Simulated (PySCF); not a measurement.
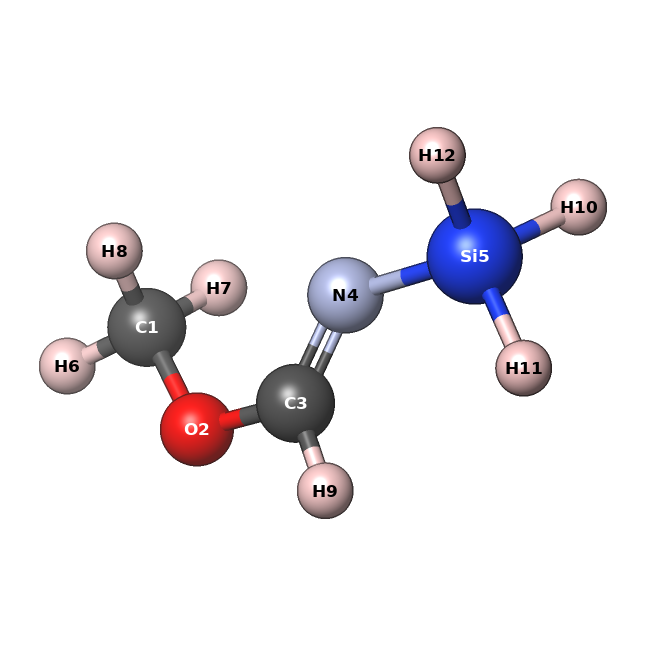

The computed structure is the end point of a PBE0-D3(BJ)/def2-SVP optimisation. No frequency run is at hand to confirm it as a minimum. Level of theory: delta-SCF UKS SCAN, pcX-2 on the ionised atom, pcseg-1 elsewhere, spin-free X2C (PySCF 2.14.0).

Give the core-electron binding energies (to vacuum; p and d levels without spin–orbit splitting) of C1 1s, O2 1s, C3 1s, N4 1s, Si5 1s, Si5 2p.

| atom | level | binding energy (eV) |
| --- | --- | --- |
| C1 | 1s | 292.5 |
| O2 | 1s | 539.4 |
| C3 | 1s | 293.5 |
| N4 | 1s | 403.9 |
| Si5 | 1s | 1846.8 |
| Si5 | 2p | 107.1 |
